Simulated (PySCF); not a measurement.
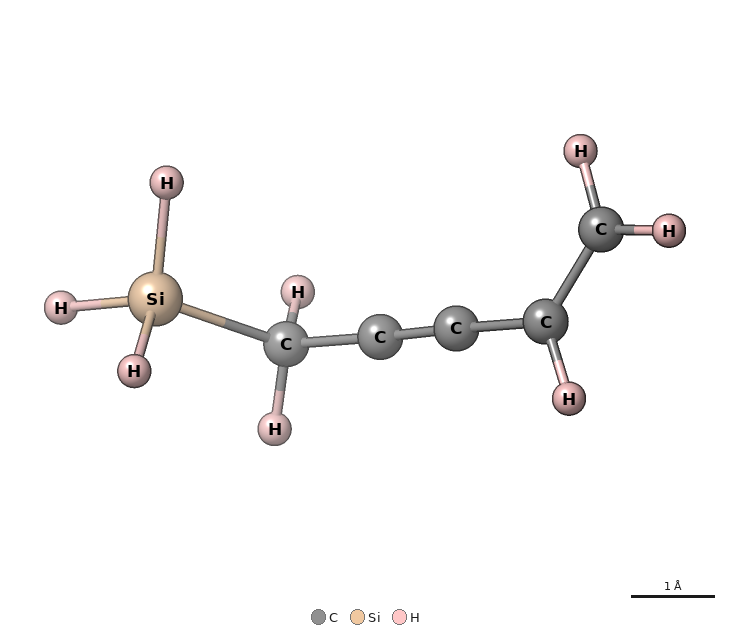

Depth is shown by fading: the farther an atom, the more it takes the colour of the background. The computed structure is the end point of a PBE0-D3(BJ)/def2-SVP optimisation. No frequency run is at hand to confirm it as a minimum. Masses are those of the most abundant isotopes; constants are for the rigid equilibrium geometry.

Q: Classify the rotor and give the rotational constants (MHz).

A: An asymmetric top (C1): A = 8980, B = 1002, C = 951 MHz. Ray's parameter κ is −0.99, close to the prolate limit.
